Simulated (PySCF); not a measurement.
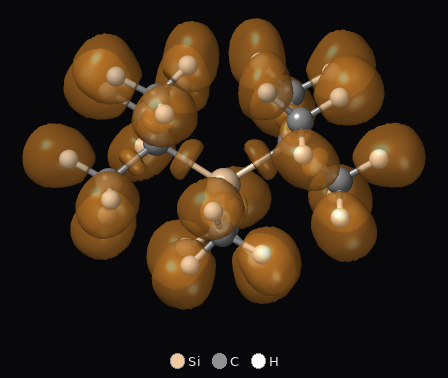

Figure 1: C10H24Si (SMILES CC(C)(C)[Si](C)(C)C(C)(C)C). Isosurface of the ELF at 0.85 (orange), seen across its widest extent. Core shells and regions of very low density are left out.

Geometry: PBE0-D3(BJ)/def2-SVP.

Method: PySCF 2.14.0, PBE0/pcSseg-1, SCF density, gas phase, non-relativistic.

```yaml
atoms:
  - { symbol: Si, position_ang: [-0.5625, 0.0417, -0.3954] }
  - { symbol: C, position_ang: [-0.6617, -0.0140, 1.5304] }
  - { symbol: C, position_ang: [0.2305, -1.1111, 2.1157] }
  - { symbol: C, position_ang: [-2.1178, -0.3128, 1.9128] }
  - { symbol: C, position_ang: [-0.2716, 1.3387, 2.1361] }
  - { symbol: H, position_ang: [0.0757, -1.1892, 3.2071] }
  - { symbol: H, position_ang: [0.0108, -2.1010, 1.6841] }
  - { symbol: H, position_ang: [1.2999, -0.9061, 1.9550] }
  - { symbol: H, position_ang: [-2.4386, -1.3107, 1.5764] }
  - { symbol: H, position_ang: [-2.8202, 0.4249, 1.4915] }
  - { symbol: H, position_ang: [-2.2358, -0.2827, 3.0110] }
  - { symbol: H, position_ang: [-0.9321, 2.1489, 1.7899] }
  - { symbol: H, position_ang: [0.7623, 1.6262, 1.8952] }
  - { symbol: H, position_ang: [-0.3532, 1.2998, 3.2375] }
  - { symbol: C, position_ang: [1.2187, -0.0311, -1.1337] }
  - { symbol: C, position_ang: [1.7794, -1.4558, -1.0680] }
  - { symbol: C, position_ang: [2.1731, 0.9272, -0.4168] }
  - { symbol: C, position_ang: [1.1255, 0.3864, -2.6075] }
  - { symbol: H, position_ang: [2.7880, -1.4894, -1.5184] }
  - { symbol: H, position_ang: [1.8701, -1.8257, -0.0362] }
  - { symbol: H, position_ang: [1.1518, -2.1693, -1.6244] }
  - { symbol: H, position_ang: [2.3536, 0.6292, 0.6272] }
  - { symbol: H, position_ang: [1.7948, 1.9622, -0.4102] }
  - { symbol: H, position_ang: [3.1540, 0.9419, -0.9254] }
  - { symbol: H, position_ang: [0.8166, 1.4366, -2.7205] }
  - { symbol: H, position_ang: [0.4142, -0.2355, -3.1750] }
  - { symbol: H, position_ang: [2.1113, 0.2795, -3.0951] }
  - { symbol: C, position_ang: [-1.3891, 1.6402, -0.9708] }
  - { symbol: H, position_ang: [-1.5876, 1.6132, -2.0532] }
  - { symbol: H, position_ang: [-0.7645, 2.5235, -0.7647] }
  - { symbol: H, position_ang: [-2.3543, 1.7874, -0.4610] }
  - { symbol: C, position_ang: [-1.5400, -1.4147, -1.0963] }
  - { symbol: H, position_ang: [-2.6179, -1.2911, -0.9105] }
  - { symbol: H, position_ang: [-1.2287, -2.3728, -0.6514] }
  - { symbol: H, position_ang: [-1.3998, -1.4914, -2.1861] }
```

### Identify the bonds, lone pairs and shells in this picture.

At this value the surface marks out six regions between bonded C–C atoms (shared pairs), four regions between bonded C–Si atoms (shared pairs) and 24 regions around hydrogen nuclei. Profiles from the grid: C–C (1.53 Å): the ELF peaks at about 0.95 between the atoms (a shared electron pair). C–Si (1.89 Å): the ELF peaks at about 0.95 between the atoms, as expected for a covalent bond.
